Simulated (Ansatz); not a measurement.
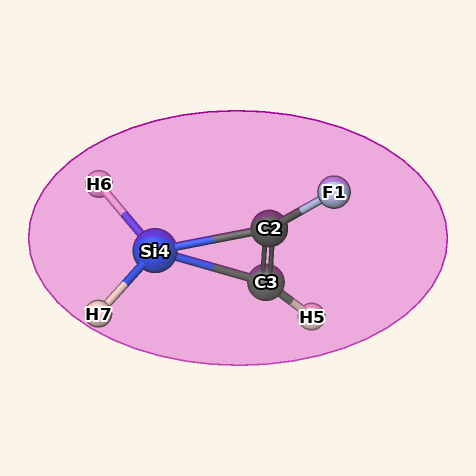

A disc through the centre of mass is drawn in. Distant atoms are faded towards the background colour. The geometry was computed by an optimisation with PBE0-D4/def2-TZVP.

Question: Is the plane of the disc a mirror plane of the structure?

Answer: Yes. The reflection leaves F1, C2, C3, Si4, H5 in place and moves H6 ↔ H7. The point group is Cs.
